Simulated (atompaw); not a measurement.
# Al: generating and testing a PAW (atompaw) potential

Task: generate the file, and judge it by its logarithmic derivatives, its ghosts and its cutoff.

Program: atompaw 4.2.0.5. Reference atom: PBEsol, scalar-relativistic, spherical and spin-unpolarised. All values are calculated.

## Step 1: Starting point

The settings as typed:

```json
{"element": "aluminium (Al, Z = 13)", "type": "PAW", "frozen core": "[Ne]", "valence charge": "3", "reference configuration": "3s2 3p1", "partial waves": "3s (bound): rc 2.40 bohr; 3s channel at 3.2 Ry: rc 1.70 bohr; 3p (bound): rc 2.40 bohr; 3p channel at 3.65 Ry: rc 2.40 bohr; 3d channel at 0.05 Ry: rc 2.20 bohr; 3d channel at 2.1 Ry: rc 2.20 bohr", "local potential": "vpsmatchnc scheme with l = 3 at 0 Ry, radius 1.65 bohr", "core correction": "smooth core density matched at 2.30 bohr", "augmentation charge": "sinc compensation charge, radius 1.20 bohr; PAW radius 2.40 bohr; waves and projectors: custom polynom2 7 10 vanderbiltortho"}
```

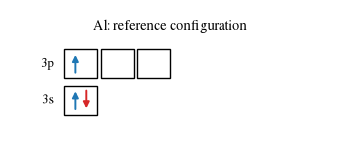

The outer shells as boxes. The arrows follow Hund's rule for the drawing; the calculation itself is spin-unpolarised.

## Step 2: The generation run

The input, Al.input:

```
Al 13
GGA-PBESOL scalarrelativistic loggrid 1500 logderivrange -3 5 201
3 3 0 0 0 0
3 1 1
0 0 0
c
c
v
c
v
2
2.40 1.20 1.65 2.30
y
3.2
n
y
3.65
n
y
0.05
y
2.1
n
custom polynom2 7 10 vanderbiltortho sinc
3 0 vpsmatchnc
2.40
1.70
2.40
2.40
2.20
2.20
PWSCFOUT
UPFDX 0.0125d0 UPFXMIN -7.d0 UPFZMESH 13.d0
END
```

On the command line:

```bash
$ atompaw < Al.input > Al.log
```

What the program wrote to the file Al (summary file):

```text
 Completed calculations for Al (AE)

 Exchange-correlation type: GGA, Perdew-Burke-Ernzerhof modified (PBEsol)

 Radial integration grid is logarithmic 
 r0 =   6.0512684E-04 h =   7.8666489E-03   n =      1500 rmax =   8.0000000E+01

 Scalar relativistic calculation

 AEatom converged in  31 iterations
   nz     =  13.00
   delta  =       3.939877014621E-17

 All Electron Orbital energies:         
  n  l      occupancy      energy
  1  0      2.0000000E+00 -1.1082375E+02
  2  0      2.0000000E+00 -7.9266217E+00
  3  0      2.0000000E+00 -5.6704575E-01
  2  1      6.0000000E+00 -5.1110552E+00
  3  1      1.0000000E+00 -1.9768052E-01

 Total energy
   Total                    :     -484.39227473549624

 ---
 Completed calculations for Al (SC)

 Exchange-correlation type: GGA, Perdew-Burke-Ernzerhof modified (PBEsol)

 Radial integration grid is logarithmic 
 r0 =   6.0512684E-04 h =   7.8666489E-03   n =      1500 rmax =   8.0000000E+01

 Scalar relativistic calculation

 SCatom converged in   1 iterations
   nz     =  13.00
   delta  =       3.860402125259E-19

 Valence Electron Orbital energies:         
  n  l      occupancy      energy
   3  0      2.0000000E+00 -5.6704575E-01
   3  1      1.0000000E+00 -1.9768052E-01

 Total energy
   Total                    :     -484.39227473549249
   Valence                  :      -38.21433271620010

 PAW parameters: 
       lmax =            2
         rc =    2.4136129251158902     
        irc =         1055
   rc_shape =    1.2075691344368082     
    rc_vloc =    1.6543539811720838     
    rc_core =    2.3023095083796785     
   Vloc: VPS match (norm-conservation) with l= 3;e=   0.0000E+00
   Projector type: improved polynomial pseudization + Vanderbilt ortho.
   Sinc^2 compensation charge shape zeroed at   1.2076E+00

 Number of basis functions     6
 No.   n  nodes  l      Energy         Cp coeff         Occ
  1    3    2    0   -0.5670458E+00  0.1924181E+02  0.2000000E+01
  2  999    3    0    0.3200000E+01  0.2777404E+01  0.0000000E+00
  3    3    1    1   -0.1976805E+00  0.5327273E+01  0.1000000E+01
  4  999    2    1    0.3650000E+01  0.5202734E+00  0.0000000E+00
  5  999    0    2    0.5000000E-01 -0.3312605E+02  0.0000000E+00
  6  999    1    2    0.2100000E+01 -0.6364251E+00  0.0000000E+00

 Eigenvalues of overlap operator (in the basis of projectors):
    1        2.67020291E-01
    2        5.82036275E-01
    3        2.57161478E+00
    4        3.87840400E+01
    5        8.20764500E+01
    6        4.44421741E+02

 Orbital leakage outside PAW augmentation regions
   orb  is_core?  %out_of_sphere
   1 0    T           0.00
   2 0    T           0.01
   3 0    F          49.46
   2 1    T           0.03
   3 1    F          73.07

 Summary of PAW energies
   Total valence energy     :    -38.21433746904155
   Smooth energy            :      8.73143887392142
   One center               :    -46.94577634296297
   Smooth kinetic           :      1.18895249323365
   Vloc energy              :     -0.35693455240005
   Smooth exch-corr         :     -1.31363613726092
   One-center xc            :    -34.53460236213666

  Detected negative values for pseudo core + nhat
    which may cause trouble 
  Please try reducing rc_core and or adjusting compensation charge shape
```

Run time: 2 s. Hardware: 1 thread of Intel Xeon Platinum 8559C, shared host.

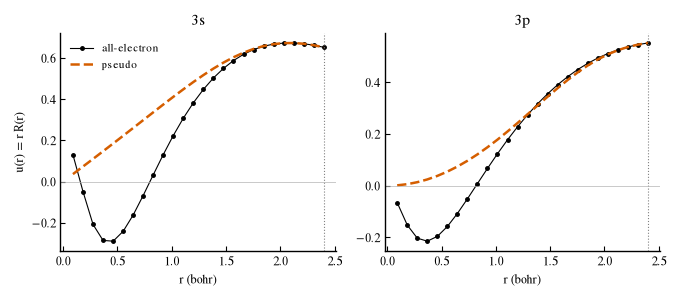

All-electron and pseudo partial waves (3s, 3p), with the matching radii dotted. The curves join 26 sampled radii.

## Step 3: Scattering by logarithmic derivatives

Taken from the files of the generation run. The phase is arctan(r·u′/u) with u = r·R, unwrapped, with energies in Ry. A pole is an energy at which the radial function vanishes at the test radius. The pseudo phase is shifted by a multiple of π to meet the all-electron one at the reference energy. Levels narrower than the energy grid can be missing from the poles. The last column is the largest difference on the grid between −1 and +1 Ry.

| channel | radius (bohr) | reference (Ry) | poles AE | poles PS | window around the reference with phases within 0.05 rad (Ry) | largest difference near zero (rad) |
| --- | --- | --- | --- | --- | --- | --- |
| s | 2.41 | -0.57 | 1.19 | 1.19 | below 4.6 | 0.000 |
| p | 2.41 | -0.20 | 2.02 | 2.01 | below 5.0 | 0.002 |
| d | 2.41 | 0.05 | 2.71 | 2.71 | the whole range | 0.000 |

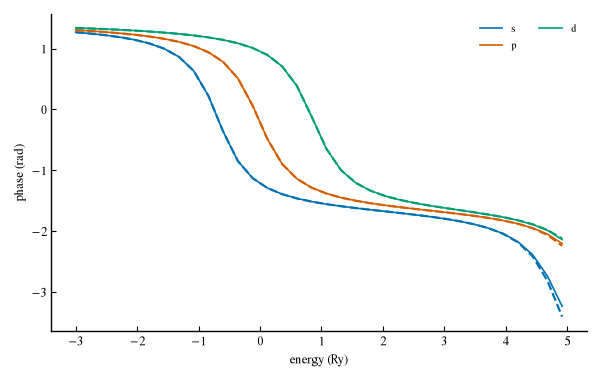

Phases by channel: all-electron solid, pseudo dashed.

## Step 4: Cutoff and ghost test in a Bessel basis

A separate test, outside the generator: the pseudo-atom's Hamiltonian at the reference potential is diagonalised in spherical Bessel functions j_l(qr) that vanish at 20 bohr, with q² up to the cutoff.

All-electron valence levels (Ry): 3s -0.5670, 3p -0.1977. The lowest levels of each channel (Ry) by cutoff; the last column sums, over occupied levels, occupation times the distance from the level at 400 Ry. A positive value at high cutoff is not a bound level.

```csv
cutoff (Ry),s #1,p #1,d #1,f #1,Σ f·Δε (mRy)
8,-0.5665,-0.1954,0.0479,0.1031,3.3
10,-0.5669,-0.1966,0.0479,0.1031,1.3
12,-0.5669,-0.1973,0.0479,0.1031,0.6
15,-0.5669,-0.1976,0.0479,0.1031,0.3
18,-0.5670,-0.1976,0.0479,0.1031,0.2
400,-0.5671,-0.1977,0.0479,0.1031,0.0
```

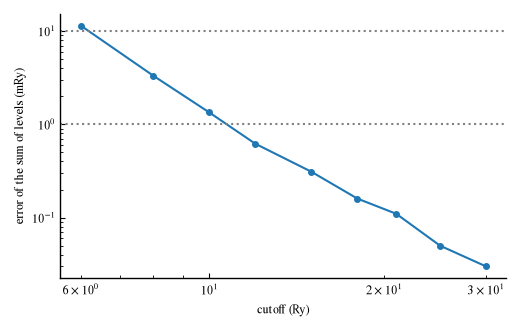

Occupation-weighted error of the valence levels against the cutoff; the dotted lines mark 10 and 1 mRy.

The sum stays within 10 mRy from 8 Ry and within 1 mRy from 12 Ry. The sum leaves out empty levels, which can need more. Ghost test: no level below the all-electron spectrum of its channel (s, p, d, f tested).

## Step 5: Summary of results

```
                                                quantity             value
               cutoffs for 10 and 1 mRy, occupied levels    8 Ry and 12 Ry
                                            bound ghosts        none found
largest phase difference near zero energy, channels read         0.002 rad
         lowest eigenvalue of the overlap (Bessel basis)         0.777 (s)
        share of valence orbitals outside the PAW sphere  3s 49 %, 3p 73 %
                                                UPF file       not written
```

In words: The potential is soft on the atom at that tolerance: the looser tolerance needs 8 Ry. The slowest occupied level is 3p: taken alone it needs 12 Ry to come within 1 mRy, against 8 Ry for 3s. It is free of bound ghosts as far as tested. Near zero energy the phases of the channels with partial waves agree within 0.002 rad. The pseudo core plus compensation charge is negative at some radii, so no UPF file was written.
